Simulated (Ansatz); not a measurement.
# Nudged elastic band of HfH5O4F (part 1 of 2)

The run: nudged elastic band of HfH5O4F. Method and program: RKS PBE0-D4/def2-SVP (Ansatz 0.2.0).

It belongs to a series of runs on one base structure; here: band between the two ends. Figures and captions count atoms from 1; the log counts them from 0 in places.

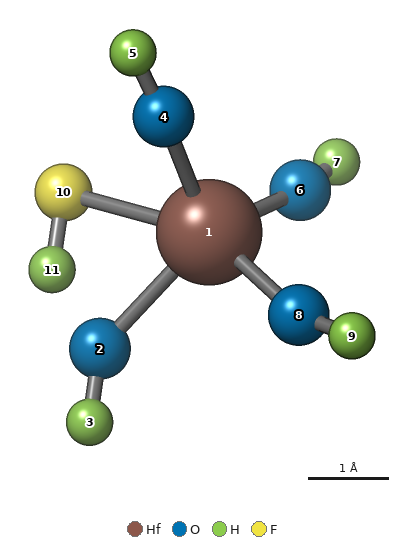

Figure 1. The input geometry (ball-and-stick view, seen at a tilt; atoms are numbered from 1 in the order of the input). Sticks mark near contacts. Bond lengths as drawn: F–H 1.01 Å, F–Hf 2.37 Å, Hf–O 1.92 to 2.06 Å and H–O 0.95 to 0.96 Å.

## The input
```yaml
crystal:
  periodic: [false, false, false]
  atoms:
    - { symbol: Hf, position_ang: [-0.072513, -0.03813, 0.132949] }
    - { symbol: O, position_ang: [-0.066585, 0.148328, 2.18689] }
    - { symbol: H, position_ang: [-0.449778, -0.289425, 2.947658] }
    - { symbol: O, position_ang: [1.595966, -0.491411, -0.719372] }
    - { symbol: H, position_ang: [2.466068, -0.471142, -1.110284] }
    - { symbol: O, position_ang: [-1.118544, 1.249214, -0.843845] }
    - { symbol: H, position_ang: [-1.51414, 1.975173, -1.319102] }
    - { symbol: O, position_ang: [-1.104535, -1.664738, 0.035899] }
    - { symbol: H, position_ang: [-1.53112, -2.456819, -0.281143] }
    - { symbol: F, position_ang: [1.071647, 1.788482, 1.129306] }
    - { symbol: H, position_ang: [0.691434, 1.290667, 1.926044] }
basis:
  gaussian: { orbitals: def2-SVP }
hamiltonian:
  xc: pbe0
  dispersion: d4
neb:
  order_check: false
  images: 9
  f_tol: 0.03
  max_iterations: 60
  final_atoms:
    - { symbol: Hf, position_ang: [0.37354049, -0.11858268, 0.17160324] }
    - { symbol: O, position_ang: [-0.79674702, 0.47925719, 2.15913233] }
    - { symbol: H, position_ang: [-1.25649384, 1.23394043, 1.74978672] }
    - { symbol: O, position_ang: [1.3719828, -0.1099579, -1.47894498] }
    - { symbol: H, position_ang: [1.94040398, -0.22546716, -2.23572911] }
    - { symbol: O, position_ang: [-0.89162107, 1.38462755, -0.20426854] }
    - { symbol: H, position_ang: [-1.0500228, 1.83189981, -1.03862552] }
    - { symbol: O, position_ang: [-0.40166848, -1.88205699, 0.2841805] }
    - { symbol: H, position_ang: [-0.93501259, -2.66163177, 0.41591713] }
    - { symbol: F, position_ang: [1.77867825, 0.26532765, 1.46889527] }
    - { symbol: H, position_ang: [-0.16513973, 0.84284286, 2.79305296] }
  initial_path:
    images:
      - { positions_ang: [[-0.072513, -0.03813, 0.132949], [-0.066585, 0.148328, 2.18689], [-0.449778, -0.289425, 2.947658], [1.595966, -0.491411, -0.719372], [2.466068, -0.471142, -1.110284], [-1.118544, 1.249214, -0.843845], [-1.51414, 1.975173, -1.319102], [-1.104535, -1.664738, 0.035899], [-1.53112, -2.456819, -0.281143], [1.071647, 1.788482, 1.129306], [0.691434, 1.290667, 1.926044]] }
      - { positions_ang: [[-0.05879404, -0.03161594, 0.1066492], [-0.04927421, 0.12479995, 2.23372413], [-0.53720384, -0.2801537, 2.91238018], [1.66500798, -0.39740534, -0.71688288], [2.42362763, -0.57211586, -1.05071343], [-1.09106773, 1.33452439, -0.81577614], [-1.59965672, 1.86903031, -1.23787928], [-1.0816639, -1.67219873, -0.10184275], [-1.51257093, -2.39642276, -0.19872991], [1.09804332, 1.79177173, 1.03972921], [0.71145243, 1.26998496, 1.91434167]] }
      - { positions_ang: [[-0.04507507, -0.02510189, 0.08034941], [-0.03196343, 0.10127189, 2.28055826], [-0.62462968, -0.27088241, 2.87710236], [1.73404996, -0.30339967, -0.71439376], [2.38118727, -0.67308972, -0.99114286], [-1.06359146, 1.41983479, -0.78770727], [-1.68517343, 1.76288762, -1.15665656], [-1.05879281, -1.67965946, -0.23958451], [-1.49402186, -2.33602653, -0.11631682], [1.12443965, 1.79506146, 0.95015243], [0.73147086, 1.24930292, 1.90263934]] }
      - { positions_ang: [[-0.03135611, -0.01858783, 0.05404961], [-0.01465264, 0.07774384, 2.32739238], [-0.71205552, -0.26161111, 2.84182454], [1.80309194, -0.20939401, -0.71190464], [2.3387469, -0.77406358, -0.93157229], [-1.03611518, 1.50514518, -0.75963841], [-1.77069015, 1.65674493, -1.07543384], [-1.03592171, -1.6871202, -0.37732626], [-1.47547278, -2.27563029, -0.03390373], [1.15083597, 1.79835119, 0.86057564], [0.7514893, 1.22862088, 1.89093701]] }
      - { positions_ang: [[-0.01763714, -0.01207377, 0.02774982], [0.00265814, 0.05421578, 2.37422651], [-0.79948137, -0.25233981, 2.80654671], [1.87213392, -0.11538834, -0.70941552], [2.29630653, -0.87503744, -0.87200172], [-1.00863891, 1.59045557, -0.73156955], [-1.85620687, 1.55060223, -0.99421112], [-1.01305061, -1.69458093, -0.51506802], [-1.45692371, -2.21523406, 0.04850936], [1.17723229, 1.80164092, 0.77099885], [0.77150773, 1.20793885, 1.87923468]] }
      - { positions_ang: [[-0.00391818, -0.00555972, 0.00145002], [0.01996893, 0.03068773, 2.42106064], [-0.88690721, -0.24306851, 2.77126889], [1.9411759, -0.02138268, -0.7069264], [2.25386616, -0.9760113, -0.81243115], [-0.98116264, 1.67576597, -0.70350068], [-1.94172358, 1.44445954, -0.91298841], [-0.99017952, -1.70204166, -0.65280977], [-1.43837464, -2.15483782, 0.13092244], [1.20362862, 1.80493065, 0.68142206], [0.79152616, 1.18725681, 1.86753235]] }
      - { positions_ang: [[0.07157356, -0.02816431, 0.03548067], [-0.14337426, 0.12040162, 2.36867498], [-0.96082453, 0.05233328, 2.56697246], [1.82733728, -0.03909772, -0.86133012], [2.19117373, -0.82590247, -1.09709074], [-0.96325433, 1.61753828, -0.60365425], [-1.76338343, 1.5219476, -0.93811583], [-0.87247731, -1.73804473, -0.46541172], [-1.33770223, -2.25619661, 0.18792138], [1.31863854, 1.49701005, 0.8389167], [0.60019298, 1.11837402, 2.05263647]] }
      - { positions_ang: [[0.14706529, -0.0507689, 0.06951131], [-0.30671745, 0.21011551, 2.31628931], [-1.03474186, 0.34773506, 2.36267602], [1.71349866, -0.05681277, -1.01573383], [2.12848129, -0.67579364, -1.38175034], [-0.94534601, 1.5593106, -0.50380783], [-1.58504327, 1.59943565, -0.96324325], [-0.7547751, -1.77404779, -0.27801366], [-1.23702982, -2.3575554, 0.24492032], [1.43364847, 1.18908945, 0.99641135], [0.4088598, 1.04949123, 2.23774059]] }
      - { positions_ang: [[0.22255702, -0.07337349, 0.10354196], [-0.47006064, 0.2998294, 2.26390365], [-1.10865919, 0.64313685, 2.15837959], [1.59966004, -0.07452781, -1.17013755], [2.06578885, -0.52568481, -1.66640993], [-0.9274377, 1.50108292, -0.4039614], [-1.40670311, 1.6769237, -0.98837067], [-0.63707289, -1.81005086, -0.09061561], [-1.13635741, -2.45891419, 0.30191926], [1.5486584, 0.88116885, 1.15390599], [0.21752663, 0.98060844, 2.42284471]] }
      - { positions_ang: [[0.29804875, -0.09597809, 0.1375726], [-0.63340383, 0.3895433, 2.21151799], [-1.18257652, 0.93853864, 1.95408315], [1.48582142, -0.09224286, -1.32454126], [2.00309642, -0.37557599, -1.95106952], [-0.90952938, 1.44285523, -0.30411497], [-1.22836296, 1.75441176, -1.0134981], [-0.51937068, -1.84605392, 0.09678245], [-1.035685, -2.56027298, 0.35891819], [1.66366833, 0.57324825, 1.31140063], [0.02619345, 0.91172565, 2.60794884]] }
      - { positions_ang: [[0.37354049, -0.11858268, 0.17160324], [-0.79674702, 0.47925719, 2.15913233], [-1.25649384, 1.23394043, 1.74978672], [1.3719828, -0.1099579, -1.47894498], [1.94040398, -0.22546716, -2.23572911], [-0.89162107, 1.38462755, -0.20426854], [-1.0500228, 1.83189981, -1.03862552], [-0.40166848, -1.88205699, 0.2841805], [-0.93501259, -2.66163177, 0.41591713], [1.77867825, 0.26532765, 1.46889527], [-0.16513973, 0.84284286, 2.79305296]] }
```

Launch command:
```bash
ansatz run input.yaml --threads 4 --pin off --max-ram 5120MiB --backend cpu --events-out ev --progress --plain --runs-dir out
```

## What the program printed
```
Engine: ansatz 0.2.0, aarch64-unknown-linux-gnu
Functional definition: PBE0
  parameter a = 0.25
  parameter kappa = 0.804
  parameter beta = 0.06672455060314922
  exchange = (1 - a)*pbe_x(kappa = kappa, mu = beta*pi^2/3) + a*exact_x
  correlation = pbe_c(beta = beta)
1310 factors; integrals over basis functions are off by at most 3.5e-4 eV
mean field evaluation 1: about -12263.3752 eV, gradient 1.0e2 eV
mean field evaluation 2: about -12223.3301 eV, gradient 1.8e2 eV
mean field evaluation 4: about -12280.3913 eV, gradient 6.4e0 eV
mean field evaluation 8: about -12280.5089 eV, gradient 4.6e-1 eV
mean field evaluation 16: about -12280.5093 eV, gradient 3.5e-5 eV
mean field -12280.50930503 eV, -451.3003929318 hartree, gradient 3.5e-5 eV, S^2 0.000000; 0 other end points of the search recorded, 0 dependent functions left out
the calculation of the forces begins
reference -12280.50936983 eV, -451.3003953129 hartree; 29, 29 occupied and 98, 98 virtual orbitals, 1310 factors
1310 factors; integrals over basis functions are off by at most 5.5e-4 eV
mean field evaluation 32: about -12281.2415 eV, gradient 6.2e-4 eV
mean field -12281.24152990 eV, -451.3273016994 hartree, gradient 1.4e-5 eV, S^2 0.000000; 0 other end points of the search recorded, 0 dependent functions left out
[... from here on the field's lines of each further geometry are left out, up to the last ...]
NEB iter   1: max|band force component| = 2.782e1 eV/Å  barrier→ = 5.0320 eV  barrier← = 5.7642 eV  Δτ_max = 0.2000 Å  (311 SCF iters)
NEB iter   2: max|band force component| = 3.353e0 eV/Å  barrier→ = 2.1401 eV  barrier← = 2.8723 eV  Δτ_max = 0.2000 Å  (314 SCF iters)
NEB iter   3: max|band force component| = 2.194e0 eV/Å  barrier→ = 1.2007 eV  barrier← = 1.9330 eV  Δτ_max = 0.2000 Å  (301 SCF iters)
NEB iter   4: max|band force component| = 1.284e0 eV/Å  barrier→ = 0.3196 eV  barrier← = 1.0519 eV  Δτ_max = 0.1987 Å  (290 SCF iters)
NEB iter   5: max|band force component| = 1.555e0 eV/Å  barrier→ = 0.1289 eV  barrier← = 0.8611 eV  Δτ_max = 0.0994 Å  (279 SCF iters)
NEB iter   6: max|band force component| = 9.682e-1 eV/Å  barrier→ = 0.0818 eV  barrier← = 0.8140 eV  Δτ_max = 0.0999 Å  (271 SCF iters)
NEB iter   7: max|band force component| = 7.956e-1 eV/Å  barrier→ = 0.0285 eV  barrier← = 0.7608 eV  Δτ_max = 0.0924 Å  (275 SCF iters)
NEB iter   8: max|band force component| = 7.811e-1 eV/Å  barrier→ = 0.0202 eV  barrier← = 0.7525 eV  Δτ_max = 0.0994 Å  (277 SCF iters)
NEB iter   9: max|band force component| = 1.539e0 eV/Å  barrier→ = 0.0094 eV  barrier← = 0.7417 eV  Δτ_max = 0.0504 Å  (273 SCF iters)
NEB iter  10: max|band force component| = 6.702e-1 eV/Å  barrier→ = 0.0085 eV  barrier← = 0.7407 eV  Δτ_max = 0.1003 Å  (275 SCF iters)
NEB iter  11: max|band force component| = 7.052e-1 eV/Å  barrier→ = 0.0072 eV  barrier← = 0.7394 eV  Δτ_max = 0.0501 Å  (273 SCF iters)
NEB iter  12: max|band force component| = 5.535e-1 eV/Å  barrier→ = 0.0055 eV  barrier← = 0.7377 eV  Δτ_max = 0.0998 Å  (271 SCF iters)
NEB iter  13: max|band force component| = 8.037e-1 eV/Å  barrier→ = 0.0026 eV  barrier← = 0.7348 eV  Δτ_max = 0.0503 Å  (269 SCF iters)
NEB iter  14: max|band force component| = 2.560e-1 eV/Å  barrier→ = -0.0033 eV  barrier← = 0.7290 eV  CI = image 1  Δτ_max = 0.1023 Å  (272 SCF iters)
NEB iter  15: max|band force component| = 3.300e-1 eV/Å  barrier→ = 0.0033 eV  barrier← = 0.7356 eV  CI = image 1  Δτ_max = 0.0501 Å  (275 SCF iters)
NEB iter  16: max|band force component| = 3.204e-1 eV/Å  barrier→ = 0.0098 eV  barrier← = 0.7421 eV  CI = image 1  Δτ_max = 0.0501 Å  (276 SCF iters)
NEB iter  17: max|band force component| = 8.464e-2 eV/Å  barrier→ = 0.0062 eV  barrier← = 0.7385 eV  CI = image 1  Δτ_max = 0.0709 Å  (273 SCF iters)
NEB iter  18: max|band force component| = 6.495e-2 eV/Å  barrier→ = 0.0057 eV  barrier← = 0.7380 eV  CI = image 1  Δτ_max = 0.0999 Å  (277 SCF iters)
NEB iter  19: max|band force component| = 1.282e-1 eV/Å  barrier→ = 0.0054 eV  barrier← = 0.7376 eV  CI = image 1  Δτ_max = 0.0501 Å  (271 SCF iters)
NEB iter  20: max|band force component| = 1.340e-1 eV/Å  barrier→ = 0.0048 eV  barrier← = 0.7371 eV  CI = image 1  Δτ_max = 0.0250 Å  (274 SCF iters)
NEB iter  21: max|band force component| = 6.832e-2 eV/Å  barrier→ = 0.0043 eV  barrier← = 0.7366 eV  CI = image 1  Δτ_max = 0.0505 Å  (276 SCF iters)
NEB iter  22: max|band force component| = 8.675e-2 eV/Å  barrier→ = 0.0037 eV  barrier← = 0.7360 eV  CI = image 1  Δτ_max = 0.0251 Å  (273 SCF iters)
NEB iter  23: max|band force component| = 8.527e-2 eV/Å  barrier→ = 0.0031 eV  barrier← = 0.7354 eV  CI = image 1  Δτ_max = 0.0252 Å  (276 SCF iters)
NEB iter  24: max|band force component| = 9.375e-2 eV/Å  barrier→ = 0.0025 eV  barrier← = 0.7348 eV  CI = image 1  Δτ_max = 0.0125 Å  (275 SCF iters)
NEB iter  25: max|band force component| = 1.073e-1 eV/Å  barrier→ = 0.0022 eV  barrier← = 0.7344 eV  CI = image 1  Δτ_max = 0.0125 Å  (279 SCF iters)
NEB iter  26: max|band force component| = 1.124e-1 eV/Å  barrier→ = 0.0018 eV  barrier← = 0.7340 eV  CI = image 1  Δτ_max = 0.0251 Å  (279 SCF iters)
NEB iter  27: max|band force component| = 1.415e-1 eV/Å  barrier→ = 0.0016 eV  barrier← = 0.7338 eV  CI = image 1  Δτ_max = 0.0252 Å  (274 SCF iters)
NEB iter  28: max|band force component| = 1.613e-1 eV/Å  barrier→ = 0.0017 eV  barrier← = 0.7340 eV  CI = image 1  Δτ_max = 0.0502 Å  (275 SCF iters)
NEB iter  29: max|band force component| = 1.731e-1 eV/Å  barrier→ = 0.0017 eV  barrier← = 0.7339 eV  CI = image 1  Δτ_max = 0.1030 Å  (271 SCF iters)
NEB iter  30: max|band force component| = 1.807e-1 eV/Å  barrier→ = 0.0017 eV  barrier← = 0.7339 eV  CI = image 1  Δτ_max = 0.0496 Å  (270 SCF iters)
NEB iter  31: max|band force component| = 1.473e-1 eV/Å  barrier→ = 0.0016 eV  barrier← = 0.7339 eV  CI = image 1  Δτ_max = 0.0508 Å  (270 SCF iters)
NEB iter  32: max|band force component| = 1.164e-1 eV/Å  barrier→ = 0.0017 eV  barrier← = 0.7339 eV  CI = image 1  Δτ_max = 0.0503 Å  (273 SCF iters)
NEB iter  33: max|band force component| = 1.109e-1 eV/Å  barrier→ = 0.0017 eV  barrier← = 0.7339 eV  CI = image 1  Δτ_max = 0.0501 Å  (275 SCF iters)
NEB iter  34: max|band force component| = 1.325e-1 eV/Å  barrier→ = 0.0017 eV  barrier← = 0.7339 eV  CI = image 1  Δτ_max = 0.0252 Å  (265 SCF iters)
NEB iter  35: max|band force component| = 1.429e-1 eV/Å  barrier→ = 0.0017 eV  barrier← = 0.7339 eV  CI = image 1  Δτ_max = 0.0251 Å  (271 SCF iters)
NEB iter  36: max|band force component| = 1.406e-1 eV/Å  barrier→ = 0.0017 eV  barrier← = 0.7339 eV  CI = image 1  Δτ_max = 0.0499 Å  (272 SCF iters)
NEB iter  37: max|band force component| = 1.333e-1 eV/Å  barrier→ = 0.0017 eV  barrier← = 0.7339 eV  CI = image 1  Δτ_max = 0.0996 Å  (272 SCF iters)
NEB iter  38: max|band force component| = 1.710e-1 eV/Å  barrier→ = 0.0017 eV  barrier← = 0.7339 eV  CI = image 1  Δτ_max = 0.1027 Å  (270 SCF iters)
NEB iter  39: max|band force component| = 1.021e-1 eV/Å  barrier→ = 0.0017 eV  barrier← = 0.7340 eV  CI = image 1  Δτ_max = 0.0994 Å  (273 SCF iters)
NEB iter  40: max|band force component| = 1.350e-1 eV/Å  barrier→ = 0.0017 eV  barrier← = 0.7340 eV  CI = image 1  Δτ_max = 0.0502 Å  (270 SCF iters)
NEB iter  41: max|band force component| = 9.094e-2 eV/Å  barrier→ = 0.0017 eV  barrier← = 0.7340 eV  CI = image 1  Δτ_max = 0.0496 Å  (263 SCF iters)
NEB iter  42: max|band force component| = 1.197e-1 eV/Å  barrier→ = 0.0017 eV  barrier← = 0.7340 eV  CI = image 1  Δτ_max = 0.0250 Å  (266 SCF iters)
NEB iter  43: max|band force component| = 7.555e-2 eV/Å  barrier→ = 0.0017 eV  barrier← = 0.7340 eV  CI = image 1  Δτ_max = 0.0250 Å  (263 SCF iters)
```
